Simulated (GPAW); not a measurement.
# How far to go with the plane-wave cutoff: CsO2 (I4mm, 3 atoms in the cell)

```
CELL_PARAMETERS angstrom
     -2.18931     2.18931     3.63781
      2.18931    -2.18931     3.63781
      2.18931     2.18931    -3.63781
ATOMIC_POSITIONS crystal
  Cs 0.00687 0.00687 0.00000
  O  0.59234 0.59234 0.00000
  O  0.40766 0.40766 0.00000
```

Method of the run: PBEsol, GPAW PAW datasets PBEsol (made by gpaw-setup) (plane waves; GPAW 25.7.0).

Base settings: mode = pw; ecut = 950 eV; xc = PBEsol; kpts = 4 4 4; mesh shift (steps) = 0 0 0; occupations.name = fermi-dirac; occupations.width = 0.1 eV; nbands = -11; convergence.density = 1e-05 e/electron; symmetry.symmorphic = false.

The second cell is the first with its lattice scaled by 0.98.

The mesh stays at the base's, so the ladder's end is converged at best in this setting alone.

Only quantities that move along the ladder and can be compared are tabulated.

The count of work is k-points × plane waves × bands × iterations; it is no time. Core times come from one kind of shared machine, to one figure; runs under 30 s give none.

The starting cell comes from a database of computed structures (which also holds hypothetical and non-ambient phases and stackings), without a prior relaxation at this level. Its lattice was rescaled by up to half a per cent. One atom was moved a little off its site on purpose. Without a gap this mesh is coarse (it stands for a supercell whose shortest vector is 18 Å).

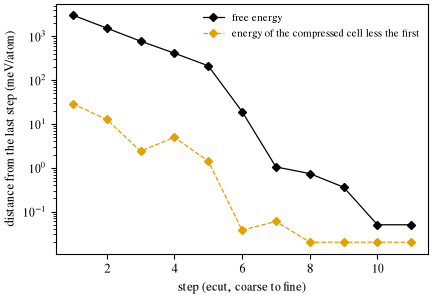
Figure: Distance from the last step along the ladder; very small values are drawn at a floor.

| ecut | free energy less the last step's (meV/atom) | energy of the compressed cell less the first (meV/atom) | pressure (GPa) | largest difference of a force vector from the last step's (eV/Å) | count of work / last | core time / last (rough) |
|---|---|---|---|---|---|---|
| 330 eV | 3066.52 | 27.93 | -61.11 | 2.373 | 0.051 | – |
| 380 eV | 1549.57 | 11.77 | -38.10 | 0.017 | 0.055 | – |
| 430 eV | 780.63 | 1.45 | -23.17 | 0.546 | 0.091 | – |
| 475 eV | 414.61 | -5.93 | -14.55 | 0.357 | 0.096 | – |
| 520 eV | 213.63 | -2.38 | -9.03 | 0.130 | 0.12 | 0.2 |
| 665 eV | 19.23 | -0.99 | -2.22 | 0.021 | 0.14 | 0.1 |
| 855 eV | 1.05 | -1.02 | -1.20 | 0.001 | 0.20 | 0.4 |
| 950 eV | 0.74 | -0.94 | -1.18 | 0.002 | 0.26 | 0.2 |
| 1140 eV | 0.36 | -0.94 | -1.19 | 0.002 | 0.29 | 0.2 |
| 1425 eV | -0.01 | -0.95 | -1.18 | 0.001 | 0.44 | 0.3 |
| 1900 eV | -0.02 | -0.96 | -1.17 | 0.000 | 0.70 | 0.7 |
| 2280 eV | 0.00 | -0.96 | -1.18 | 0.000 | 1.0 | 1 |

Coarsest ecut that holds the forces within 0.01 eV/Å of the last step, with all finer ones: 855 eV, at 0.20 of the last step's count of work and about 0.4 of the last step's time; the step before is off by 0.021 eV/Å.

Coarsest ecut that holds the energy of the compressed cell less the first within 0.5 meV/atom of the last step, with all finer ones: 665 eV, at 0.14 of the last step's count of work and about 0.1 of the last step's time; the step before is off by 1.4 meV/atom.

Coarsest ecut that holds the pressure within 0.2 GPa of the last step, with all finer ones: 855 eV, at 0.20 of the last step's count of work and about 0.4 of the last step's time; the step before is off by 1.0 GPa.

The energy difference between the two cells stays within 1 meV/atom of the last step's from 665 eV on, the total only from 950 eV on: much of the error is common to both cells and cancels.

At the lowest cutoff the pressure lies 59.9 GPa under the last step's, the usual sign of Pulay stress in an incomplete plane-wave basis.
